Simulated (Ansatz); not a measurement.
Effect of C interstitial (started 1.97 Å from the nearest host atom), symmetric start on SiC

Take a 16-atom supercell of SiC (space group P6_3mc, No. 186; a = 3.078 Å, c = 10.076 Å) at its relaxed geometry as the base.

One thing is altered: a neutral C interstitial (started 1.97 Å from the nearest host atom), symmetric start, atoms relaxed at fixed cell.

All numbers come from r2SCAN (Ansatz, a first-principles code; PAW; 500 eV plane waves; no spin-orbit coupling). Γ-centred 5×8×3 mesh, Fermi–Dirac width 0.01 eV.

```tsv
quantity	base	changed	shift
pressure	0.0 GPa	12.5 GPa	+12.5 GPa
largest displacement of a host atom from its site in the perfect cell	–	0.57 Å	–
final site of the added atom	–	1 C at 1.56 Å and 3 Si at 1.78–1.98 Å	–
```

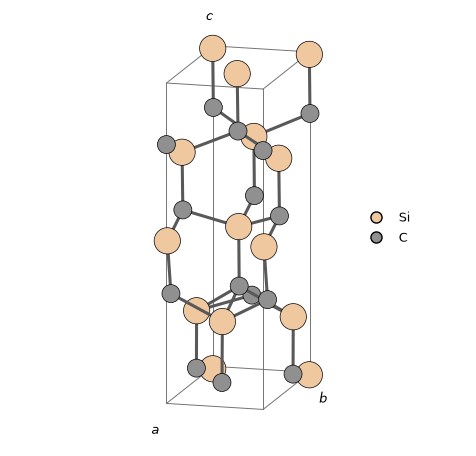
*The relaxed cell after the change*

Other magnetic orders, which the real material may have, were not ruled out. The cell is small, so the values are those of an ordered compound at a high defect concentration; dilute-limit values will differ. The mesh was chosen for an insulator and is coarse for the gapless case. The defect started on the symmetric site and kept its symmetry, so it may sit on a saddle. Seeded moments were not kept for C interstitial (started 1.97 Å from the nearest host atom). The defect cell is spin-polarised and ends with 0.1 μB.
